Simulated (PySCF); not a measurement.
C7H11NOSi

```xyz
21

C     2.0818   -0.6327    1.2128
C     2.3346    0.0607    0.1167
C     1.8975    1.4672   -0.1093
Si    0.3997    1.5256   -1.2950
O    -0.7052    0.3877   -0.9024
C    -1.3060    0.0517    0.2633
C    -1.1131    0.8894    1.3906
N    -0.9631    1.5712    2.3010
C    -2.0801   -1.0375    0.3790
C    -2.3614   -1.9770   -0.7381
H     2.3964   -1.6561    1.3275
H     1.5556   -0.1988    2.0484
H     2.8641   -0.4011   -0.7072
H     2.7177    2.0469   -0.5324
H     1.6265    1.9241    0.8442
H    -0.1974    2.8613   -1.2568
H     0.6921    1.0412   -2.6369
H    -2.5307   -1.2487    1.3376
H    -3.4332   -2.0123   -0.9345
H    -2.0427   -2.9842   -0.4704
H    -1.8420   -1.6617   -1.6387
```

Geometry: GFN2-xTB.

Computed with PBE0/pcSseg-1, SCF density, gas phase, non-relativistic (PySCF 2.14.0).

What can the converged electron density and electron localisation function tell about the bonding?

Answer. C–N (1.15 Å): ρ is about 3.5 e/Å³ halfway; the ELF peaks at about 0.85 between the atoms (a multiple bond).
C–C (1.34 Å): the density is about 2.3 e/Å³ at the midpoint; the ELF peaks at about 0.95 between the atoms (a short, multiple covalent bond).
C–O (1.35 Å): ρ at the midpoint is about 2.3 e/Å³, with its minimum of 2 e/Å³ about 0.5 Å from C; the ELF peaks at about 0.90 between the atoms, as expected for a polar covalent bond.
Si–O (1.63 Å): the density is about 1.1 e/Å³ at the midpoint; the ELF peaks at about 0.85 between the atoms, as expected for a polar covalent bond.

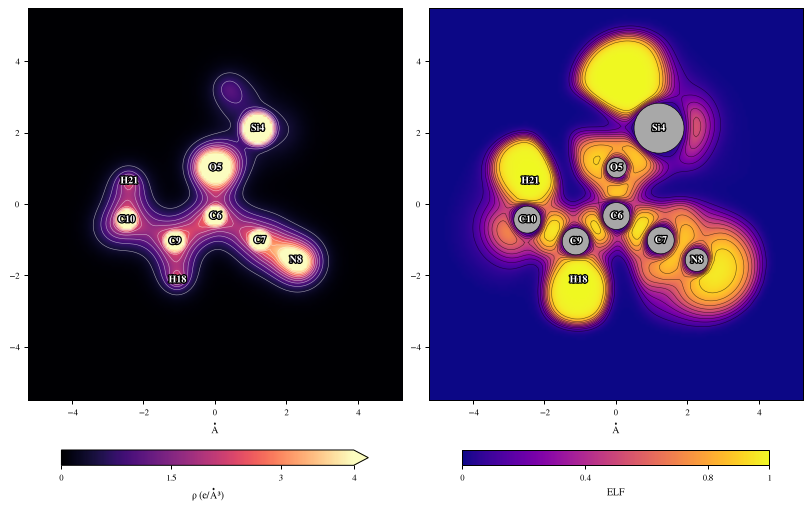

Computed electron density and electron localisation function on the plane of atoms O5, C6 and C9, in this order. Grey discs cover the atomic cores in the ELF map. 
